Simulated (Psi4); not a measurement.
Property calculation, with input and output: AlNH$_{3}$S (part 2 of 2)

The same run, continued: AlNH$_{3}$S, multiplicity 2; CAM-LDA0/6-311+G**, UKS, DKH2, C-PCM solvent acetone (Psi4 1.11). The geometry comes from this level: PBE0-D4/def2-TZVP.

Geometry of the input (Å):
```
N  -0.9095  0.1967  -0.9771
Al 0.1429  -0.7938  0.0454
S  1.3721  0.3082  1.5118
H  -0.9807  1.2019  -0.9333
H  -1.5233  -0.1684  -1.6867
H  1.9407  -0.8086  1.9937
```

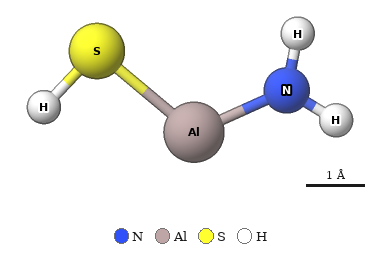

Figure 1. The input geometry (ball-and-stick view, seen on its broad side). Sticks mark near contacts.

## What the program printed, continued
```
      20A     -0.078388    21A      0.011685    22A      0.018828
      23A      0.025167    24A      0.041345    25A      0.059568
      26A      0.068135    27A      0.079089    28A      0.083058
      29A      0.092478    30A      0.104103    31A      0.119351
      32A      0.130490    33A      0.148803    34A      0.164793
      35A      0.165885    36A      0.202348    37A      0.222973
      38A      0.234332    39A      0.250183    40A      0.271136
      41A      0.274907    42A      0.349112    43A      0.351015
      44A      0.371536    45A      0.373491    46A      0.463245
      47A      0.500141    48A      0.544430    49A      0.560163
      50A      0.603652    51A      0.621609    52A      0.685199
      53A      0.721407    54A      0.732951    55A      0.754658
      56A      0.785496    57A      0.804894    58A      0.828460
      59A      0.841772    60A      0.864132    61A      0.907954
      62A      0.941182    63A      0.995877    64A      1.035813
      65A      1.174598    66A      1.179362    67A      1.253114
      68A      1.511105    69A      1.537995    70A      1.591164
      71A      1.692008    72A      1.743535    73A      1.751324
      74A      1.812606    75A      1.888736    76A      2.036552
      77A      2.136348    78A      2.187151    79A      2.372696
      80A      2.472372    81A      2.537180    82A      2.655142
      83A      2.733065    84A      2.822155    85A      3.002492
      86A      3.106706    87A      3.897045    88A      4.290287
      89A      4.434192    90A      4.797842    91A      7.863942
      92A      8.013991    93A      8.089063    94A      8.280689
      95A     17.297878    96A     17.349522    97A     17.388015
      98A     35.469841    99A    116.204448   100A    179.172533

    Final Occupation by Irrep:
              A
    DOCC [    19 ]
    SOCC [     1 ]
    NA   [    20 ]
    NB   [    19 ]

  @UKS Final Energy:  -696.90295374256016

   => Energetics <=

    Nuclear Repulsion Energy =            122.1536830066823569
    One-Electron Energy =               -1208.9983595829639853
    Two-Electron Energy =                 426.3185657218695042
    DFT Exchange-Correlation Energy =     -36.3673631779844797
    Empirical Dispersion Energy =           0.0000000000000000
    VV10 Nonlocal Energy =                  0.0000000000000000
    PCM Polarization Energy =              -0.0094797101636165
    Total Energy =                       -696.9029537425602712

  UHF NO Occupations:
  HONO-2 :   18  A 1.9996851
  HONO-1 :   19  A 1.9995784
  HONO-0 :   20  A 1.0000000
  LUNO+0 :   21  A 0.0004216
  LUNO+1 :   22  A 0.0003149
  LUNO+2 :   23  A 0.0000307
  LUNO+3 :   24  A 0.0000127

Computation Completed

Properties will be evaluated at   0.000000,   0.000000,   0.000000 [a0]

Properties computed using the SCF density matrix

 Multipole Moments:

 ------------------------------------------------------------------------------------
     Multipole            Electronic (a.u.)      Nuclear  (a.u.)        Total (a.u.)
 ------------------------------------------------------------------------------------

 L = 1.  Multiply by 2.5417464519 to convert [e a0] to [Debye]
 Dipole X            :        -32.3743905           31.9014116           -0.4729789
 Dipole Y            :          6.4375273           -7.1552590           -0.7177317
 Dipole Z            :        -33.3164096           32.7168284           -0.5995812
 Magnitude           :                                                    1.0480198

 ------------------------------------------------------------------------------------

	total time  =         15 seconds =       0.25 minutes

Properties will be evaluated at   0.000000,   0.000000,   0.000000 [a0]

Properties computed using the CAM-LDA0 density matrix

 Multipole Moments:

 ------------------------------------------------------------------------------------
     Multipole            Electronic (a.u.)      Nuclear  (a.u.)        Total (a.u.)
 ------------------------------------------------------------------------------------

 L = 1.  Multiply by 2.5417464519 to convert [e a0] to [Debye]
 Dipole X            :        -32.3743905           31.9014116           -0.4729789
 Dipole Y            :          6.4375273           -7.1552590           -0.7177317
 Dipole Z            :        -33.3164096           32.7168284           -0.5995812
 Magnitude           :                                                    1.0480198

 L = 2.  Multiply by 1.3450342976 to convert [e a0^2] to [Debye ang]
 Quadrupole XX       :       -179.3040086          154.3659320          -24.9380766
 Quadrupole XY       :         -8.1379491            5.5270695           -2.6108797
 Quadrupole XZ       :       -166.3842144          167.2983529            0.9141386
 Quadrupole YY       :        -66.4402048           43.2417666          -23.1984381
 Quadrupole YZ       :        -13.8648452           11.3964092           -2.4684361
 Quadrupole ZZ       :       -207.3669646          182.0148148          -25.3521498
 Traceless XX        :        -28.2669492           27.8250942           -0.4418551
 Traceless YY        :         84.5968546          -83.2990712            1.2977834
 Traceless ZZ        :        -56.3299053           55.4739770           -0.8559283

 ------------------------------------------------------------------------------------
  Mulliken Charges: (a.u.)
   Center  Symbol    Alpha    Beta     Spin     Total
       1     N     3.93670  3.98272 -0.04602 -0.91942
       2    AL     6.68439  5.72648  0.95791  0.58913
       3     S     8.23464  8.15960  0.07503 -0.39424
       4     H     0.35370  0.34303  0.01067  0.30327
       5     H     0.35387  0.34869  0.00518  0.29744
       6     H     0.43670  0.43947 -0.00277  0.12383

   Total alpha = 20.00000, Total beta = 19.00000, Total charge =  0.00000

  ==> Computing MBIS Charges <==

  Electron Count from Grid (Expected Number): 39.00000 (39.00000)
  Difference:  0.00000

  MBIS Charges: (a.u.)
   Center  Symbol  Z      Pop.       Charge
      1       N    7    8.280676   -1.280676
      2      AL   13   12.229733    0.770267
      3       S   16   16.644509   -0.644509
      4       H    1    0.548381    0.451619
      5       H    1    0.550673    0.449327
      6       H    1    0.746028    0.253972

  MBIS Dipoles: [e a0]
   Center  Symbol  Z        X           Y           Z
      1       N    7    0.022320    0.019517    0.026550
      2      AL   13   -0.106393    0.483788   -0.057149
      3       S   16    0.052106    0.331571    0.096539
      4       H    1    0.002064    0.021461    0.004822
      5       H    1   -0.012615   -0.011460   -0.015061
      6       H    1    0.030545   -0.050421    0.027043

  MBIS Quadrupoles: [e a0^2]
   Center  Symbol  Z      XX        XY        XZ        YY        YZ        ZZ
      1       N    7   -6.1382    0.0795    0.1238   -6.0141    0.1139   -6.0956
      2      AL   13   -7.5590    0.1359   -0.3718   -8.5265   -0.0122   -7.6062
      3       S   16   -11.3821   -0.3721    0.2885   -11.2766   -0.3537   -11.4192
      4       H    1   -0.2409    0.0017    0.0087   -0.2410    0.0027   -0.2390
      5       H    1   -0.2472   -0.0016    0.0041   -0.2346    0.0003   -0.2467
      6       H    1   -0.4259    0.0000    0.0004   -0.4198    0.0008   -0.4258

  MBIS Octupoles: [e a0^3]
   Center  Symbol  Z      XXX       XXY       XXZ       XYY       XYZ       XZZ       YYY       YYZ       YZZ       ZZZ
      1       N    7    0.2852    0.1562    0.0756    0.0270    0.1532    0.0791   -0.1518    0.0098    0.1571    0.3587
      2      AL   13    0.0065    0.3228   -0.1526   -0.1462   -0.7060   -0.3906    5.2700    0.2482    0.1855    0.0255
      3       S   16    0.2235    0.6336    0.3599   -0.1862    0.5673    0.4502    2.5507    0.0837    0.7185    0.5561
      4       H    1    0.0100    0.0044    0.0043    0.0035    0.0012    0.0038    0.0127    0.0045    0.0047    0.0126
      5       H    1   -0.0051   -0.0041   -0.0029   -0.0025   -0.0000   -0.0023   -0.0157   -0.0036   -0.0044   -0.0072
      6       H    1    0.0540   -0.0184    0.0180    0.0101    0.0102    0.0214   -0.0520    0.0115   -0.0181    0.0525

  MBIS Radial Moments:
   Center  Symbol  Z      [a0^2]      [a0^3]      [a0^4]
      1       N    7   18.247894   42.797005   120.864149
      2      AL   13   23.691740   80.197884   347.423696
      3       S   16   34.077869   92.803708   307.623321
      4       H    1    0.720853    1.179673    2.315803
      5       H    1    0.728499    1.198982    2.370412
      6       H    1    1.271496    2.352539    5.216920

  MBIS Valence Widths: [a0]
   Center  Symbol  Z     Width
      1       N    7    0.482052
      2      AL   13    0.799859
      3       S   16    0.598033
      4       H    1    0.333354
      5       H    1    0.334148
      6       H    1    0.380893

  MBIS Valence Charges: (a.u.)
   Center  Symbol  Z     Charge
      1       N    7   -6.622444
      2      AL   13   -2.739346
      3       S   16   -7.861848
      4       H    1   -0.548381
      5       H    1   -0.550673
      6       H    1   -0.746028

  Wiberg Bond Indices using Orthogonal Lowdin Orbitals:

  Total Bond Index:
  Irrep: 1 Size: 6 x 6

                 1                   2                   3                   4                   5

    1     0.00000000000000     1.34708564581662     0.10501514475797     1.02818384431389     1.03398202198740
    2     1.34708564581662     0.00000000000000     1.39301759183443     0.06927563434890     0.06664177303039
    3     0.10501514475797     1.39301759183443     0.00000000000000     0.00821829074458     0.00715867743652
    4     1.02818384431389     0.06927563434890     0.00821829074458     0.00000000000000     0.04812326221865
    5     1.03398202198740     0.06664177303039     0.00715867743652     0.04812326221865     0.00000000000000
    6     0.00489595392357     0.06726766547584     1.06436432828067     0.00045269548272     0.00035204450840

                 6

    1     0.00489595392357
    2     0.06726766547584
    3     1.06436432828067
    4     0.00045269548272
    5     0.00035204450840
    6     0.00000000000000

  Alpha Contribution:
  Irrep: 1 Size: 6 x 6

                 1                   2                   3                   4                   5

    1     0.00000000000000     0.72968748999958     0.04721907259244     0.51681891964623     0.51673366078814
    2     0.72968748999958     0.00000000000000     0.72895181404933     0.03634505312515     0.03575677415659
    3     0.04721907259244     0.72895181404933     0.00000000000000     0.00488295581756     0.00372355000835
    4     0.51681891964623     0.03634505312515     0.00488295581756     0.00000000000000     0.02435231941635
    5     0.51673366078814     0.03575677415659     0.00372355000835     0.02435231941635     0.00000000000000
    6     0.00307656228179     0.03484302033405     0.53344685955136     0.00021031176024     0.00019613205965

                 6

    1     0.00307656228179
    2     0.03484302033405
    3     0.53344685955136
    4     0.00021031176024
    5     0.00019613205965
    6     0.00000000000000

  Beta Contribution:
  Irrep: 1 Size: 6 x 6

                 1                   2                   3                   4                   5

    1     0.00000000000000     0.61739815581704     0.05779607216553     0.51136492466766     0.51724836119926
    2     0.61739815581704     0.00000000000000     0.66406577778510     0.03293058122375     0.03088499887379
    3     0.05779607216553     0.66406577778510     0.00000000000000     0.00333533492702     0.00343512742818
    4     0.51136492466766     0.03293058122375     0.00333533492702     0.00000000000000     0.02377094280230
    5     0.51724836119926     0.03088499887379     0.00343512742818     0.02377094280230     0.00000000000000
    6     0.00181939164178     0.03242464514179     0.53091746872931     0.00024238372248     0.00015591244875

                 6

    1     0.00181939164178
    2     0.03242464514179
    3     0.53091746872931
    4     0.00024238372248
    5     0.00015591244875
    6     0.00000000000000

  Atomic Valences:

 #  #
 Irrep: 1
      1:    3.519162610799453
      2:    2.943288310506182
      3:    2.577774033054180
      4:    1.154253727108747
      5:    1.156257779181371
      6:    1.137332687671194

  Natural Orbital Occupations:

  Alpha Occupations:
  HONO-2 :   18  A    1.000
  HONO-1 :   19  A    1.000
  HONO-0 :   20  A    1.000
  LUNO+0 :   21  A    0.000
  LUNO+1 :   22  A    0.000
  LUNO+2 :   23  A    0.000
  LUNO+3 :   24  A    0.000

  Beta Occupations:
  HONO-2 :   17  A    1.000
  HONO-1 :   18  A    1.000
  HONO-0 :   19  A    1.000
  LUNO+0 :   20  A    0.000
  LUNO+1 :   21  A    0.000
  LUNO+2 :   22  A    0.000
  LUNO+3 :   23  A    0.000

  Total Occupations:
  HONO-2 :   17  A    2.000
  HONO-1 :   18  A    2.000
  HONO-0 :   19  A    2.000
  LUNO+0 :   20  A    1.000
  LUNO+1 :   21  A    0.000
  LUNO+2 :   22  A    0.000
  LUNO+3 :   23  A    0.000

    Psi4 run time: 0:00:21.91
```

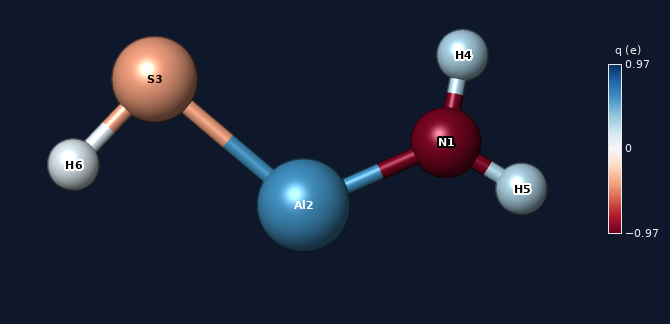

Figure 2. Mulliken charges, as the colour of each atom (ball-and-stick view, seen on its broad side; atoms are numbered from 1 in the order of the input). By element: N −0.92, Al +0.59, S −0.39 and H +0.12 to +0.30 e.

## Results in brief

```json
{"quantity": "outcome", "value": "converged"}
{"quantity": "total energy", "value": "−696.902954 hartree"}
{"quantity": "solvation energy", "value": "−0.009480 hartree"}
{"quantity": "basis functions", "value": "100"}
{"quantity": "⟨S²⟩", "value": "0.752"}
{"quantity": "dipole moment", "value": "2.66 D"}
{"quantity": "wall time", "value": "23 s"}
{"quantity": "peak memory", "value": "0.57 GiB"}
```

## Remarks

Settings chosen away from the usual ones: dft_nuclear_scheme set to treutler.
